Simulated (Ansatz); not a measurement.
# What InH (model cell, started as rocksalt type) distorts into, part 2 of 2

Wanted: the energy along a soft mode of InH (model cell, started as rocksalt type) and the structure at the end.

Ansatz 0.2.0; DFT PBE, scalar-relativistic, plane waves, PAW.

So far, highest frequency on the path or at a solved wavevector (cm⁻¹): step 2 (phonons on a q mesh) 106. Also lowest frequency on the path (cm⁻¹): step 2 -929.

The structure was built from a prototype and need not be the compound's stable phase.

## 6. Relaxing from the distorted cell

Starting from the lowest point found, all atoms and the cell are let go, so that strain and other modes of the same symmetry can join in.

Contents of input.yaml:

```yaml
crystal:
  lattice:
    - [0.0, 2.5135637442, 2.5135637442]
    - [-2.5135637442, 2.5135637442, 0.0]
    - [-2.5135637442, -2.5135637442, 5.0271274884]
  atoms:
    - { symbol: In, position: [0.0, 0.5, 0.5] }
    - { symbol: In, position: [0.0, 0.0, 0.0] }
    - { symbol: H, position: [0.5689081712, 0.2155459144, 0.6466377432] }
    - { symbol: H, position: [0.4310918288, 0.7844540856, 0.3533622568] }
kpoints:
  mp_grid: { grid: [15, 15, 15] }
hamiltonian:
  xc: pbe
scf:
  occupations: { method: methfessel_paxton, width: 0.2 }
output:
  forces: true
  stress: true
  eigenvalues: true
relax:
  adjacent_minimum: "off"
  f_tol: 0.002
  max_steps: 120
  cell: { stress_tol: 0.03 }
```

Started as:

```sh
> ansatz run input.yaml --threads 4 --pin off --max-ram 7168MiB --backend cpu --events-out ev --progress --plain --runs-dir out
```

Numbers of over 12 decimals in the logs are rounded to 6 here.

Log:

```text
[...]
Crystal: 4 atoms, lattice volume = 63.523 Å³
Basis set: ecut = 420 eV, 1219 PW (Γ), exchange–correlation on 48×48×90 points (8 copies of the dense FFT grid, shifted against one another)
Bands: 18, of which v1, the nominal top of the filled ones, is band 14 counted from 1 (13 counted from 0)
Symmetry: 12 space group operations
[...]
k-points: 344 of 3375
[...]
SCF iter   1: F=—  HF=-11225.759600 eV  |F-HF|=—  |Δ(HF+E_count)|=         —  Δρ=2.83e-3  dr2=1.04e-2  ethr=1.77e-3  ⟨swp⟩=5.3  Hψ=28311  notcnv=0
[...]
SCF iter   6: F=-11225.755427 eV  HF=-11225.755427 eV  |F-HF|=3.27e-8  |Δ(HF+E_count)|=   1.34e-6  S|Δr|=    0.00e0  Δρ=1.09e-5  dr2=9.85e-8  ethr=3.57e-10  ⟨swp⟩=5.0  Hψ=29489  notcnv=0
SCF 1 converged in 6 iterations: F = -11225.755427 eV  dr2 = 9.85e-8
[...]
relax step   1: F+E_penalty+E_count = -11225.75542665 eV  Δ(F+E_penalty+E_count) = +0.000e0 eV  max|allowed force component| = 5.501e-3 eV/Å  Δτ_max = 0.0000 Å  P = +0.289 GPa  Ω = 63.523 Å³  (6 SCF iters, dr2 threshold 1.00e-7 eV, accepted)
Crystal: 4 atoms, lattice volume = 63.926 Å³
Basis set: ecut = 420 eV, 1251 PW (Γ), exchange–correlation on 48×48×90 points (8 copies of the dense FFT grid, shifted against one another)
[...]
SCF iter   5: F=-11225.787214 eV  HF=-11225.787214 eV  |F-HF|=5.38e-8  |Δ(HF+E_count)|=   1.17e-6  S|Δr|=    0.00e0  Δρ=1.75e-5  dr2=2.14e-7  ethr=1.43e-9  ⟨swp⟩=6.7  Hψ=29860  notcnv=0
SCF 2 converged in 5 iterations: F = -11225.787214 eV  dr2 = 2.14e-7
relax step   2: F+E_penalty+E_count = -11225.78721390 eV  Δ(F+E_penalty+E_count) = -3.179e-2 eV  max|allowed force component| = 2.121e-2 eV/Å  Δτ_max = 0.0249 Å  P = +0.314 GPa  Ω = 63.926 Å³  energy of the carried Pulay correction = -2.365e-4 eV  (5 SCF iters, dr2 threshold 4.00e-7 eV, accepted)
Crystal: 4 atoms, lattice volume = 65.111 Å³
Basis set: ecut = 420 eV, 1245 PW (Γ), exchange–correlation on 48×48×90 points (8 copies of the dense FFT grid, shifted against one another)
[...]
SCF iter   5: F=-11225.802533 eV  HF=-11225.802533 eV  |F-HF|=8.01e-8  |Δ(HF+E_count)|=   6.98e-7  S|Δr|=    0.00e0  Δρ=1.79e-5  dr2=3.25e-7  ethr=1.43e-9  ⟨swp⟩=6.8  Hψ=31085  notcnv=0
SCF 3 converged in 5 iterations: F = -11225.802533 eV  dr2 = 3.25e-7
relax step   3: F+E_penalty+E_count = -11225.80253301 eV  Δ(F+E_penalty+E_count) = -1.532e-2 eV  max|allowed force component| = 3.114e-2 eV/Å  Δτ_max = 0.0381 Å  P = +0.520 GPa  Ω = 65.111 Å³  energy of the carried Pulay correction = -9.234e-4 eV  (5 SCF iters, dr2 threshold 4.00e-7 eV, accepted)
[...]
relax step   4: F+E_penalty+E_count = -11225.80260412 eV  Δ(F+E_penalty+E_count) = -7.110e-5 eV  max|allowed force component| = 1.958e-2 eV/Å  Δτ_max = 0.0264 Å  P = -0.418 GPa  Ω = 66.538 Å³  energy of the carried Pulay correction = -1.734e-3 eV  (5 SCF iters, dr2 threshold 4.00e-7 eV, accepted)
[...]
relax step   5: F+E_penalty+E_count = -11225.80430994 eV  Δ(F+E_penalty+E_count) = -1.706e-3 eV  max|allowed force component| = 4.540e-3 eV/Å  Δτ_max = 0.0040 Å  P = +0.129 GPa  Ω = 65.516 Å³  energy of the carried Pulay correction = -1.155e-3 eV  (5 SCF iters, dr2 threshold 4.00e-7 eV, accepted)
[...]
relax step   6: F+E_penalty+E_count = -11225.80431005 eV  Δ(F+E_penalty+E_count) = -1.097e-7 eV  max|allowed force component| = 7.904e-4 eV/Å  Δτ_max = 0.0060 Å  P = -0.009 GPa  Ω = 65.795 Å³  energy of the carried Pulay correction = -1.314e-3 eV  (5 SCF iters, dr2 threshold 6.73e-8 eV, accepted)
[...]
relax step   7: F+E_penalty+E_count = -11225.80636846 eV  Δ(F+E_penalty+E_count) = -2.058e-3 eV  max|allowed force component| = 8.480e-4 eV/Å  Δτ_max = 0.0000 Å  P = +0.009 GPa  Ω = 65.795 Å³  stress off target by 7.58e-2 GPa  SCF on the basis re-selected at this cell (its energy is not comparable with the rows above)  (6 SCF iters)
[...]
relax step   8: F+E_penalty+E_count = -11225.80637273 eV  Δ(F+E_penalty+E_count) = -4.269e-6 eV  max|allowed force component| = 1.464e-4 eV/Å  Δτ_max = 0.0005 Å  P = +0.006 GPa  Ω = 65.851 Å³  energy of the carried Pulay correction = -3.345e-5 eV  (4 SCF iters, dr2 threshold 1.44e-8 eV, accepted)
[...]
SCF iter   5: F=-11225.806406 eV  HF=-11225.806406 eV  |F-HF|=5.46e-12  |Δ(HF+E_count)|=   4.99e-9  S|Δr|=    0.00e0  Δρ=1.33e-7  dr2=8.00e-12  ethr=1.00e-12  ⟨swp⟩=5.2  Hψ=32800  notcnv=0
SCF 9 converged in 5 iterations: F = -11225.806406 eV  dr2 = 8.00e-12
relax step   9: F+E_penalty+E_count = -11225.80640627 eV  Δ(F+E_penalty+E_count) = -3.355e-5 eV  max|allowed force component| = 1.508e-4 eV/Å  Δτ_max = 0.0000 Å  P = +0.006 GPa  Ω = 65.851 Å³  stress off target by 1.65e-2 GPa  SCF on the basis re-selected at this cell (its energy is not comparable with the rows above)  (5 SCF iters)
[...]
SCF converged after 5 iterations
[...]
Free energy (F): -11225.806406 eV
[...]
Internal energy: -11225.807867 eV  (E = F + TS)
E sigma→0 (E₀):  -11225.806772 eV
Entropy (-TS):   0.001461 eV (0.365 meV/atom)
Fermi energy:    8.045304 eV
[...]
--- Forces (eV/Å), atoms counted from 1 ---
  atom   1  In    -0.00000000     0.00000000     0.00000000
  atom   2  In     0.00000000    -0.00000000     0.00000000
  atom   3  H      0.00015082     0.00015082    -0.00015082
  atom   4  H     -0.00015082    -0.00015082     0.00015082
  max |Σ_I F_I| component: 4.34e-19 eV/Å
--- Stress (GPa, compression-positive) ---
        0.005951       0.005278      -0.005278
        0.005278       0.005951      -0.005278
       -0.005278      -0.005278       0.005951
  P = ⅓ Tr σ = 0.0060 GPa (0.060 kbar)
--- Band table (eV; the first three rows and the last of 344) ---
  k-point 0: bands = [... 10 lower, -1.8340, 2.0855, 2.7938, 10.5870, 13.6011, 15.5558, 15.6622, 15.6622]
  k-point 1: bands = [... 10 lower, -1.8219, 1.8672, 3.0386, 10.5373, 13.5903, 15.3521, 15.6680, 15.6680]
  k-point 2: bands = [... 10 lower, -1.7863, 1.5002, 3.4838, 10.3872, 13.5613, 14.9523, 15.6851, 15.6851]
  k-point 343: bands = [... 10 lower, 3.5634, 3.6166, 4.8057, 5.4122, 7.6887, 8.4580, 9.8150, 11.1409]
--- Relaxed structure (7 steps of the walk, 7 accepted, 2 SCFs on fresh bases) ---
  F+E_penalty+E_count = -11225.80640627 eV   max|allowed force component| = 1.508e-4 eV/Å   (the final SCF, on the basis selected at the relaxed cell)
  cell:  # Å, volume = 65.8510 Å³
    - [2.7755575615628914e-17, 2.453575, 2.453575]
    - [-2.453575, 2.453575, 0.0]
    - [-2.828358, -2.828358, 5.281933]
  atoms:
    - { symbol: In, position: [0.0, 0.500000, 0.500000] }
    - { symbol: In, position: [0, -2.6958789462453457e-19, 0] }
    - { symbol: H, position: [0.568487, 0.215757, 0.647270] }
    - { symbol: H, position: [0.431513, 0.784243, 0.352730] }
```

It took 35 s on 4 threads of Arm Neoverse V2, shared host; peak memory 0.64 GiB; 2.3 min of CPU time.

Relaxation path:

```csv
step,energy less that of the first step (eV),largest force component (eV/Å),pressure (GPa),volume (Å³)
1,0.0000,0.0055,0.29,63.52
2,-0.0318,0.0212,0.31,63.93
3,-0.0471,0.0311,0.52,65.11
4,-0.0472,0.0196,-0.42,66.54
5,-0.0489,0.0045,0.13,65.52
6,-0.0489,0.0008,-0.01,65.79
7*,-0.0509,0.0008,0.01,65.79
8,-0.0509,0.0001,0.01,65.85
9*,-0.0510,0.0002,0.01,65.85
```

Relaxation steps marked * repeat the geometry before them on a plane-wave basis chosen anew for their cell, so energy and pressure can jump there.

The run keeps the 12 symmetry operations that it works with, so distortions that break them were not tested.

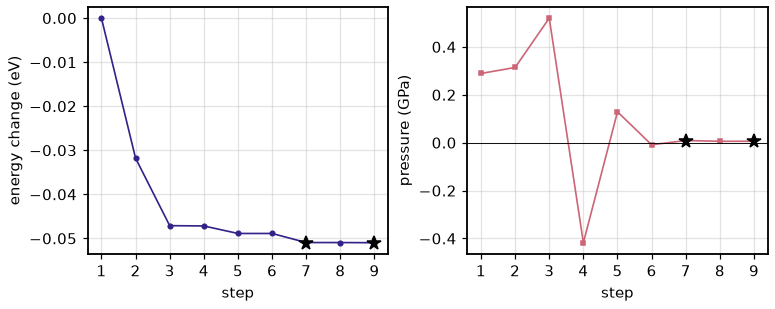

Energy and pressure along the relaxation. Stars mark steps on a basis chosen anew.

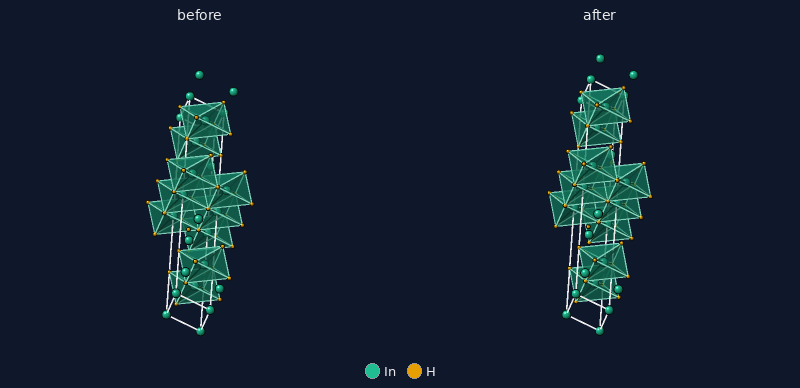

Before and after, at one scale. Bonds to atoms that aren't drawn are left out.

```csv
"conventional cell, symmetrised",before,after,change
a (Å),3.555,3.470,-2.4 %
b (Å),3.555,3.470,-2.4 %
c (Å),17.414,18.946,+8.8 %
volume (Å³/atom),15.88,16.46,+3.7 %
```

The relaxed structure:

```xyz
4
Lattice="0.0000 2.4536 2.4536 -2.4536 2.4536 0.0000 -2.8284 -2.8284 5.2819" Properties=species:S:1:pos:R:3 pbc="T T T"
In   -2.6410   -0.1874    2.6410
In    0.0000    0.0000    0.0000
H    -2.3601    0.0935    4.8137
H    -2.9218    1.9853    2.9218
```

This step gave:

| Quantity | Value |
| --- | --- |
| pressure | 0.005951 GPa |
| volume per atom | 16.46 Å³ |

The distorted start has space group R-3m; the relaxation ends in R-3m.

## 7. The new phase in its own primitive cell

The relaxed structure is symmetrised, reduced to its primitive cell and relaxed tightly, as its phonons need.

input.yaml, the sections that differ from step 6:

```yaml
crystal:
  lattice:
    - [1.7349394541, 1.0016677609, 6.3154313415]
    - [-1.7349394541, 1.0016677609, 6.3154313415]
    - [0.0, -2.0033355217, 6.3154313415]
  atoms:
    - { symbol: In, position: [0.5, 0.5, 0.5] }
    - { symbol: In, position: [0.0, 0.0, 0.0] }
    - { symbol: H, position: [0.2157566301, 0.2157566301, 0.2157566301] }
    - { symbol: H, position: [0.7842433699, 0.7842433699, 0.7842433699] }
relax:
  adjacent_minimum: "off"
  f_tol: 0.001
  max_steps: 60
  cell: { stress_tol: 0.01 }
# kpoints, hamiltonian, scf, output: as in step 6
```

Log:

```text
[...]
--- Relaxed structure (2 steps of the walk, 2 accepted, 1 SCFs on fresh bases) ---
[...]
cell:  # Å, volume = 65.8648 Å³
    - [1.734907, 1.001649, 6.316998]
    - [-1.734907, 1.001649, 6.316998]
    - [0, -2.003298, 6.316998]
  atoms:
    - { symbol: In, position: [0.5, 0.5, 0.500000] }
    - { symbol: In, position: [0, 0, 0] }
    - { symbol: H, position: [0.215751, 0.215751, 0.215751] }
    - { symbol: H, position: [0.784249, 0.784249, 0.784249] }
[key lines of the parts left out:]
SCF converged after 7 iterations
Free energy (F): -11225.806407 eV
Fermi energy:    8.042856 eV
P = ⅓ Tr σ = 0.0027 GPa (0.027 kbar)
```

The job ended after 13 s (4 threads; peak memory 0.64 GiB).

Little changed from the start: no atom moved by 0.005 Å and no cell edge by 0.1 %.

Numbers from this step:

| Item | Value |
| --- | --- |
| pressure | 0.002713 GPa |
| volume per atom | 16.47 Å³ |

The largest force component left is 0.23 meV/Å and the pressure is 0.003 GPa, within the tolerances set. The cell now holds 16.47 Å³/atom.

## 8. Modes of the new phase, k-mesh 15×15×15

A relaxed structure may still be a saddle point, so its zone-centre modes are computed. No field response is asked, since the mesh shows no gap.

input.yaml, the sections that differ from step 7:

```yaml
crystal:
  lattice:
    - [1.7349067854, 1.0016488996, 6.3169982062]
    - [-1.7349067854, 1.0016488996, 6.3169982062]
    - [0.0, -2.0032977991, 6.3169982062]
  atoms:
    - { symbol: In, position: [0.5, 0.5, 0.5] }
    - { symbol: In, position: [0.0, 0.0, 0.0] }
    - { symbol: H, position: [0.2157511327, 0.2157511327, 0.2157511327] }
    - { symbol: H, position: [0.7842488673, 0.7842488673, 0.7842488673] }
output:
  eigenvalues: true
phonons:
  method: dfpt
# kpoints, hamiltonian, scf: as in step 7
# relax: removed
```

Log:

```text
[...]
Crystal: 4 atoms, lattice volume = 65.865 Å³
Basis set: ecut = 420 eV, 1287 PW (Γ), exchange–correlation on 90×90×90 points (8 copies of the dense FFT grid, shifted against one another)
Bands: 18, of which v1, the nominal top of the filled ones, is band 14 counted from 1 (13 counted from 0)
Symmetry: 12 space group operations
k-points: 904 of 3375 (irreducible under 2 space group operations, time reversal used)
[...]
SCF iter   1: F=—  HF=-11225.813583 eV  |F-HF|=—  |Δ(HF+E_count)|=         —  Δρ=3.57e-3  dr2=2.14e-2  ethr=1.77e-3  ⟨swp⟩=5.3  Hψ=74528  notcnv=0
[...]
SCF iter  10: F=-11225.806407 eV  HF=-11225.806407 eV  |F-HF|=1.82e-12  |Δ(HF+E_count)|=  9.09e-12  S|Δr|=    0.00e0  Δρ=1.05e-7  dr2=6.57e-12  ethr=1.00e-12  ⟨swp⟩=5.1  Hψ=82588  notcnv=0
SCF 1 converged in 10 iterations: F = -11225.806407 eV  dr2 = 6.57e-12
[...]
DFPT response loops at Γ: preconditioner auto → Kerker (q_TF=auto, 2.366 Å⁻¹) (partly filled bands, converged f_vac=0.000); β = 1.00, the filter's whole step (`scf.mixing.beta` (0.50) is not read by the response loops under this deck's `scf.mixing.preconditioner`; to damp them name `kerker` or `kerker_dos`, under which they read `scf.mixing.beta`, and type it under 1.00, their step now; both keys bind the ground state too); Broyden in place of MSR1
SCF converged after 10 iterations
[...]
Free energy (F): -11225.806407 eV
[...]
Internal energy: -11225.807863 eV  (E = F + TS)
E sigma→0 (E₀):  -11225.806771 eV
Entropy (-TS):   0.001456 eV (0.364 meV/atom)
Fermi energy:    8.042856 eV
[...]
--- Band table (eV; the first three rows and the last of 904) ---
  k-point 0: bands = [... 10 lower, -1.8355, 2.0814, 2.7917, 10.5830, 13.5982, 15.5503, 15.6611, 15.6611]
  k-point 1: bands = [... 10 lower, -1.7603, 2.1207, 2.9062, 10.5238, 13.0937, 14.9269, 15.3299, 15.4780]
  k-point 2: bands = [... 10 lower, -1.5335, 2.2563, 3.2264, 10.2517, 11.9812, 13.5757, 14.6523, 15.2620]
  k-point 903: bands = [... 10 lower, -1.3829, 0.2919, 5.6178, 8.9507, 13.0279, 13.3948, 15.2176, 15.3751]
--- Phonons (Γ-DFPT): 6 representative perturbations + reference, on 904 of 3375 k-points (Σ response iterations 22) ---
  k mesh reduced under 2 symmetry operations, with k and −k counted as one. Each operation leaves every solved perturbation unchanged. A smaller set is not used because it would not reduce the number of displacements times k-points to solve
  ASR residual: 4.280e-5 → 0.000e0 eV/Å²; symmetrization residual: 4.863e-7 eV/Å²
  ASR residual per site (eV/Å²): 3.41e-5 4.28e-5 1.33e-5 1.33e-5
  Γ frequencies (cm⁻¹): -49.41 -49.41 0.00 0.00 0.00 72.80 124.96 124.96 357.38 468.49 468.49 770.45
  non-analytic LO–TO correction: not included (Born effective charges unavailable; polar crystals: no LO–TO splitting at Γ)
```

It took 4.6 min on 4 threads; peak memory 3.6 GiB; 18 min of CPU time.

Numbers from this step:

```yaml
sum_rule_residual_before_enforcement: 4.28e-5 eV/Å²
point_group: -3m
highest_optical_mode_at_the_zone_centre_no_lo_to_term: 770.5 cm⁻¹
lowest_optical_zone_centre_mode: -49.41 cm⁻¹
```

Patterns of degenerate modes are one choice out of their space. The modes at Γ (shares of kinetic energy by element, %) (negative means imaginary):

```csv
mode,frequency (cm⁻¹),symmetry,In %,H %
1,-49.4,Eu,85,15
2,-49.4,Eu,85,15
3,0.0,acoustic,99,1
4,0.0,acoustic,99,1
5,0.0,acoustic,99,1
6,72.8,A2u,99,1
7,125.0,Eu,15,85
8,125.0,Eu,15,85
9,357.4,A2u,2,98
10,468.5,Eg,0,100
11,468.5,Eg,0,100
12,770.5,A1g,0,100
```

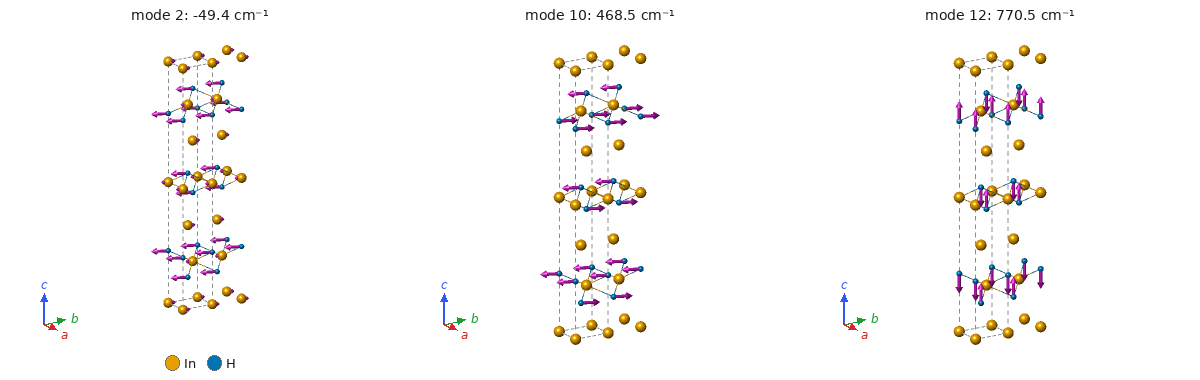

Displacement patterns of modes 2, 10 and 12 at Γ; arrows are exaggerated. Bonds to atoms that aren't drawn are left out. 1×2×1 conventional cells are drawn. Some periodic images of atoms are drawn too.

Before it was imposed, the acoustic sum rule was missed by 4.3e-5 eV/Å². Small misses are needed for a sound result but don't prove that mesh and cutoff are converged. The lowest optical mode is imaginary, 49.4i cm⁻¹, so the energy falls along it.

## 9. The phases reached

The phases reached along the modes that were followed are set side by side.

Energies are those of the first relaxation, on the mesh of the frozen mode; space group, volume and gap are those of the last relaxation. Phases, by row:

```csv
mode frozen in,space group,energy from parent (meV/atom),volume (Å³/atom),gap on mesh (eV),lowest zone-centre optical mode (cm⁻¹),largest shift (Å)
parent,Fm-3m,0,15.88,0,–,–
"q = (0, -0.5, -0.5), 929i cm⁻¹",P4/nmm,-126.3,16.25,0,-345.8,0.743
"q = (0, 0, -0.5), 904i cm⁻¹",R-3m,-81.69,16.47,0,-49.4,0.649
```

## 10. Results

- unstable mode of the parent: q = (0, 0, -0.5), 904i cm⁻¹
- depth at the lowest point sampled: 68.8 meV/atom
- largest atomic shift at that point: 0.6 Å
- space group reached (within 0.01 Å): R-3m
- energy gained over the parent (first relaxation, on the mesh of the frozen mode): 81.7 meV/atom
- volume per atom, phase reached: 16.5 Å³
- lowest optical zone-centre mode, phase reached: -49.4 cm⁻¹
- highest optical mode at the zone centre (no LO-TO term), phase reached: 770 cm⁻¹

Along this mode the structure falls into R-3m, 81.7 meV/atom below the parent. At the parent's cell the well is 68.76 meV/atom deep on the steps tried, with its lowest point at a shift of 0.6 Å. That is the last step tried, so the steps alone don't bracket the bottom of the well. Relaxing atoms and cell changes the gain by +12.93 meV/atom against the lowest step (energies at zero smearing). The new phase still has an imaginary mode at the zone centre of its cell, so it is a saddle point on the way to a lower structure. Of the 2 patterns followed to their end from this parent, this one ends 44.6 meV/atom above the lowest, P4/nmm. Each path keeps the symmetry of its pattern, so a lower phase may lie along a pattern not tried. With no gap, or one that is small against the smearing, the frequencies hang on the k mesh and the smearing, most of all near Kohn anomalies. The starting cell was built on a prototype and not taken from a measurement, so the phase need not exist.

[Logs are printed without paths, hosts, clocks, repeated set-up lines and the standing remarks that a program may print on its own settings, such as how far it seeks lower states.]

[Hosts, paths, dates, database ids (printed as entryN), source tags and the programs' standing remarks are cut or masked in the printed files.]
